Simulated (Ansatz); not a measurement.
# Single-point calculation of Si2NH9O

The run: single-point calculation of Si2NH9O. Method and program: RKS PBE0-D4/def2-TZVPP (Ansatz 0.2.0).

The geometry is a transition state. The reaction was set up to form Si1–O7 and N2–H6 and to break Si1–N2 and H6–O7 (atoms counted from 1 in the order of the input); sticks are drawn by distance alone. The geometry comes from this level: PBE0-D4/def2-TZVP.

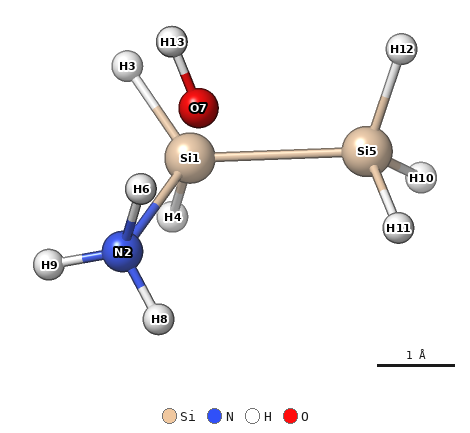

The structure (ball-and-stick view, seen at a tilt; atoms are numbered from 1 in the order of the input).

**Input**
```yaml
crystal:
  periodic: [false, false, false]
  atoms:
    - {symbol: Si, position_ang: [-0.650665, -0.391317, 0.322067]}
    - {symbol: N, position_ang: [0.885494, -0.688718, 1.360419]}
    - {symbol: H, position_ang: [-1.774105, 0.173745, 1.117483]}
    - {symbol: H, position_ang: [-1.086866, -1.847239, 0.274807]}
    - {symbol: Si, position_ang: [-0.301842, 0.159646, -1.917097]}
    - {symbol: H, position_ang: [0.953411, 0.498849, 1.311390]}
    - {symbol: O, position_ang: [0.354593, 1.424469, 0.615936]}
    - {symbol: H, position_ang: [1.626806, -1.190960, 0.886971]}
    - {symbol: H, position_ang: [0.708103, -1.131559, 2.253316]}
    - {symbol: H, position_ang: [-0.902742, -0.821085, -2.866928]}
    - {symbol: H, position_ang: [1.169731, 0.170246, -2.159159]}
    - {symbol: H, position_ang: [-0.841767, 1.509031, -2.226932]}
    - {symbol: H, position_ang: [-0.140351, 2.134893, 1.027627]}
basis:
  gaussian: {orbitals: def2-TZVPP}
hamiltonian: {xc: pbe0, dispersion: d4}
output: {orbitals: {seedname: orbitals}}
```

Run as:
```bash
ansatz run in.yaml --threads 8 --pin off --events-out ev --progress --plain --max-ram 19148MiB
```

**Log**
```
Functional definition: PBE0
  name "PBE0"
  cite "Adamo & Barone, J. Chem. Phys. 110, 6158 (1999) doi:10.1063/1.478522"
  cite "Perdew, Burke & Ernzerhof, Phys. Rev. Lett. 77, 3865 (1996) doi:10.1103/PhysRevLett.77.3865"
  parent pbe
  parameter a = 0.25
  parameter kappa = 0.804
  parameter beta = 0.06672455060314922
  exchange = (1 - a)*pbe_x(kappa = kappa, mu = beta*pi^2/3) + a*exact_x
  correlation = pbe_c(beta = beta)
1419 factors; their error is unknown
mean field evaluation 1: about -19422.0481 eV, gradient 6.8e1 eV
mean field evaluation 2: about -19408.7830 eV, gradient 1.1e2 eV
mean field evaluation 4: about -19429.9544 eV, gradient 7.1e0 eV
mean field evaluation 8: about -19430.0442 eV, gradient 3.5e-2 eV
mean field evaluation 16: about -19430.0818 eV, gradient 2.6e-5 eV
mean field -19430.08176939 eV, -714.0423348428 hartree, gradient 2.6e-5 eV, S^2 0.000000; 0 other end points of the search recorded, 0 dependent functions left out
reference -19430.08180428 eV, -714.0423361249 hartree; 26, 26 occupied and 246, 246 virtual orbitals, 1419 factors
Total energy: -19430.31259326 eV, -714.0508174634 hartree
```

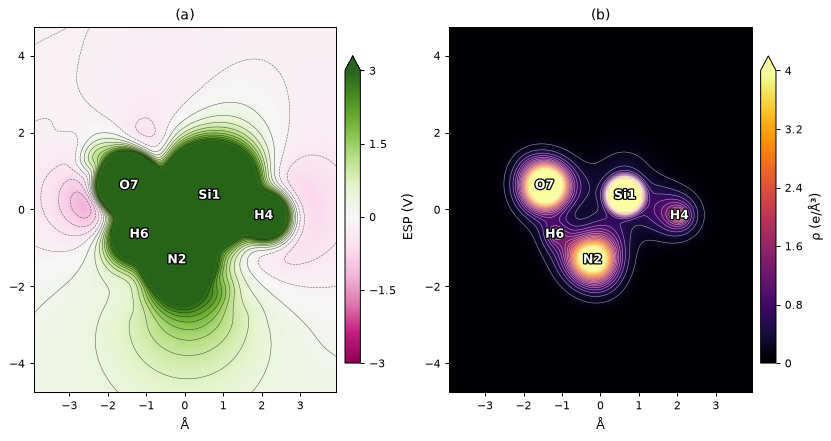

(a) electrostatic potential; (b) total electron density on the plane of atoms N2, Si1 and H4. Atoms in the plane: Si, N, H and O. Si1···O7 (2.10 Å): ρ is about 0.47 e/Å³ halfway, with its minimum of 0.38 e/Å³ about 0.8 Å from Si. Si–N (1.88 Å): ρ at the midpoint is about 0.84 e/Å³.

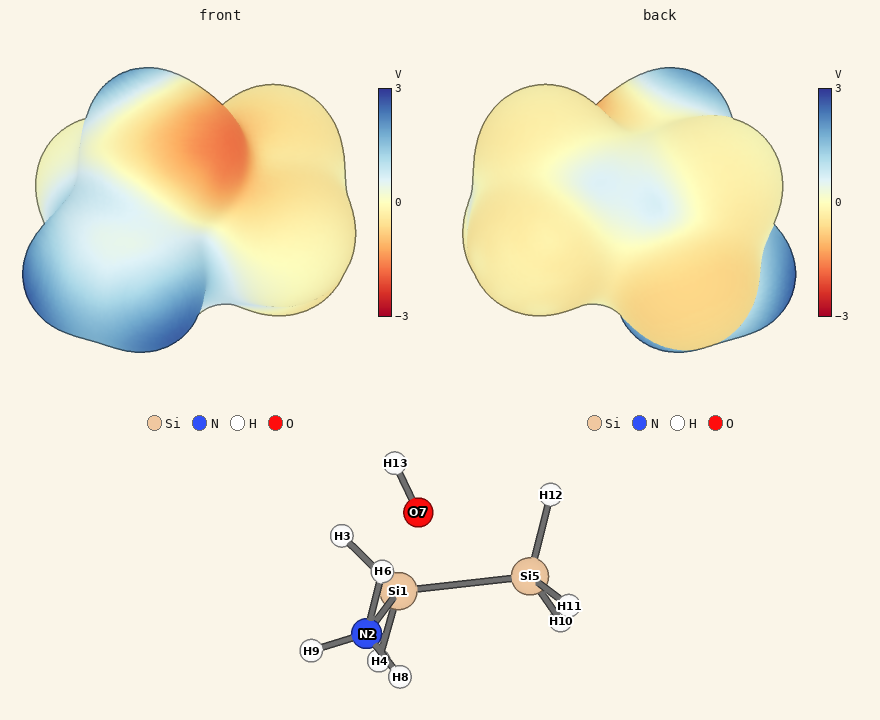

The electrostatic potential painted on the density surface at 0.002 e/bohr³, seen at a tilt and from behind; the colour scale runs from red (negative) to blue (positive). The bare structure is drawn below in the same view. A positive charge is drawn to the negative regions and a negative charge to the positive ones.

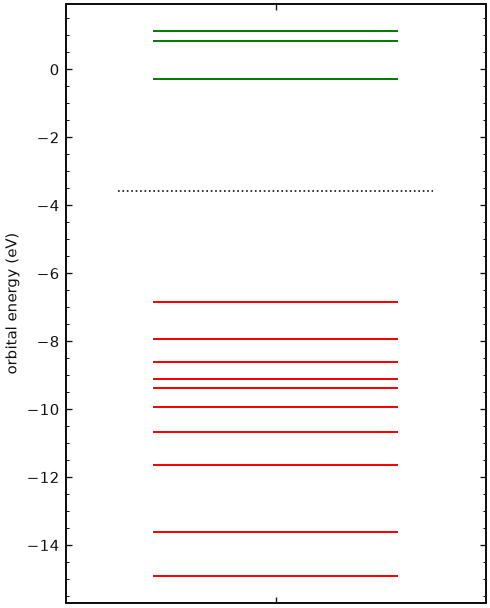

Orbital energies near the frontier; the dotted line parts filled from empty levels, and levels within 0.02 eV of each other stand side by side. Highest filled −6.84 eV, lowest empty −0.29 eV, 6.55 eV apart.

**Summary**

| quantity | value |
| --- | --- |
| outcome | converged |
| total energy | −19430.3126 eV |
| mean-field energy | −19430.0818 eV |
| dispersion energy | −0.2308 eV |
| SCF solution under orbital rotations | stable |
| HOMO | −6.84 eV |
| LUMO | −0.29 eV |
| hardware | 8 threads of Intel Xeon, 31 GiB of memory available, shared host |
| wall time | 1.4 s (CPU time 8.5 s) |
| peak memory | 0.72 GiB |
